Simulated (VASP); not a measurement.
Band structure of Li$_{2}$S (antifluorite). All values below come from vdW-DF-cx, VASP's PBE PAW potentials (set 64) (plane waves; VASP 6.6.1).

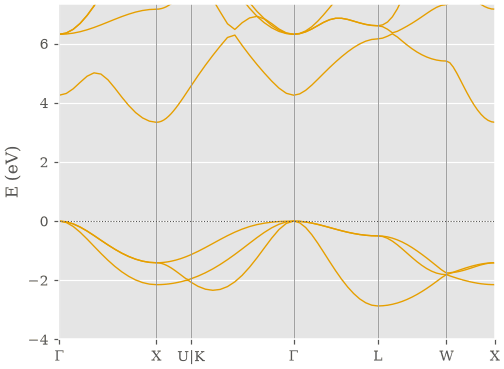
Fig. 1. Bands along high-symmetry lines, zero at the valence-band maximum or, without a gap, the Fermi level

Problem. Read the plot: is there a gap, and where are the band edges?

Solution. The gap is indirect, 3.34 eV, from the valence maximum at Γ to the conduction minimum at X. (Edges off the drawn lines would not show.)

The compound is Li2S in the antifluorite structure. It was relaxed first.
